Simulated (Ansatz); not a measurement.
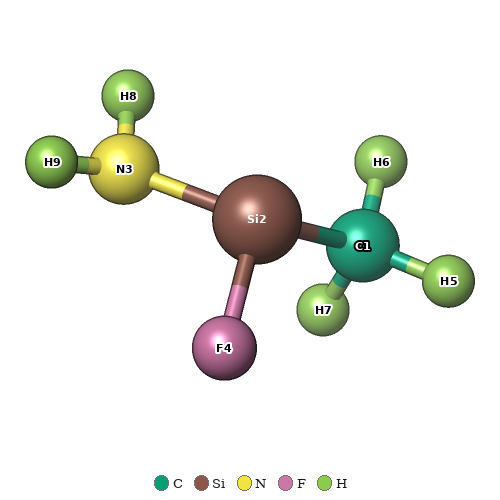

The system is CH5FNSi, SMILES C[Si](N)F, spin multiplicity 2; the picture shows the reference structure. The first coordinate is: bond length C1–Si2; the second: angle H6–C1–Si2. Nothing is relaxed (all other coordinates rigid). The scan uses an 11 × 11 grid. Points are written as (first, second). Energies are in kJ/mol, from the relaxed molecule at the same level. Theory: UKS PBE-D4/def2-SVP in Ansatz.

Its coordinates:

```xyz
9

C    -0.5164    1.0574   -0.6642
Si    0.7971   -0.2625   -0.3264
N     0.3664   -1.0435    1.1821
F     0.6772   -1.4476   -1.4739
H    -0.3281    1.5677   -1.6292
H    -0.5144    1.8261    0.1355
H    -1.5183    0.5799   -0.6991
H     0.2403   -0.4395    2.0012
H     0.8847   -1.8842    1.4570
```

Range: bond length C1–Si2 from 1.552 to 2.839 Å; angle H6–C1–Si2 from 65.7 to 155.7°.

Question: What landscape does the calculation give?

Answer: The lowest grid point is at (1.938 Å, 110.7°), 1.5 kJ/mol from the relaxed molecule at the same level. It is the only kind of minimum in the scanned range. The highest grid point, (1.552 Å, 65.7°), lies 339 kJ/mol above the lowest. Round the minimum the two coordinates are weakly coupled (coupling 0.10 in units of the two stiffnesses).

```tsv
angle H6–C1–Si2 ↓, bond length C1–Si2 →	1.552	1.681	1.809	1.938	2.067	2.195	2.324	2.453	2.581	2.710	2.839
155.7	254	151	116	119	141	173	207	241	271	297	317
146.7	218	113	77	78	99	129	163	197	228	255	277
137.7	191	84	45	45	65	95	129	162	193	221	243
128.7	172	63	23	21	40	69	102	136	167	194	216
119.7	162	52	10	7	24	52	85	117	148	175	197
110.7	162	49	6	1	18	45	76	107	137	163	184
101.7	171	57	12	6	20	45	75	105	133	157	178
92.7	190	74	27	19	32	55	82	110	136	158	177
83.7	221	103	53	42	52	73	97	122	145	165	181
74.7	268	144	91	76	82	99	119	140	160	176	189
65.7	340	206	144	122	122	134	149	165	179	191	200
```

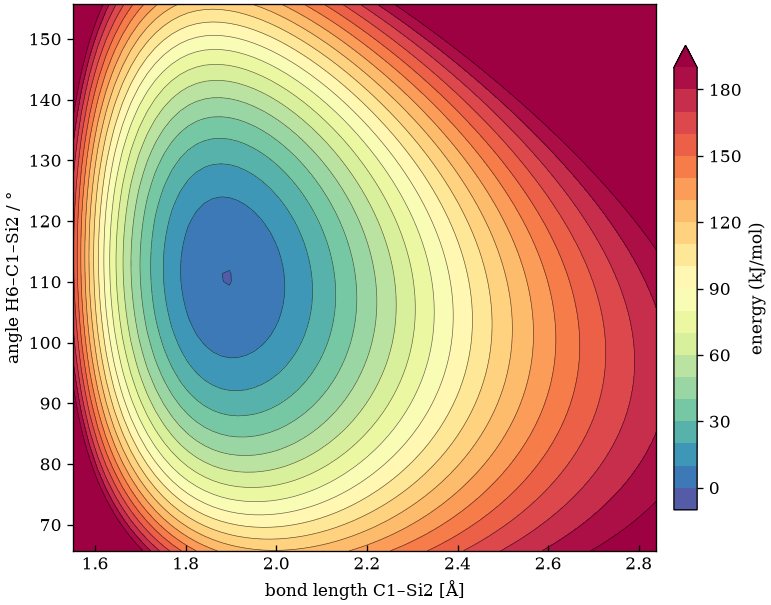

In the figure: filled contours, one colour for all values above the top of the scale. Between grid points the surface is interpolated.

The whole map (121 points run) took 14 min on 1 thread of Arm Neoverse V1 (shared host).
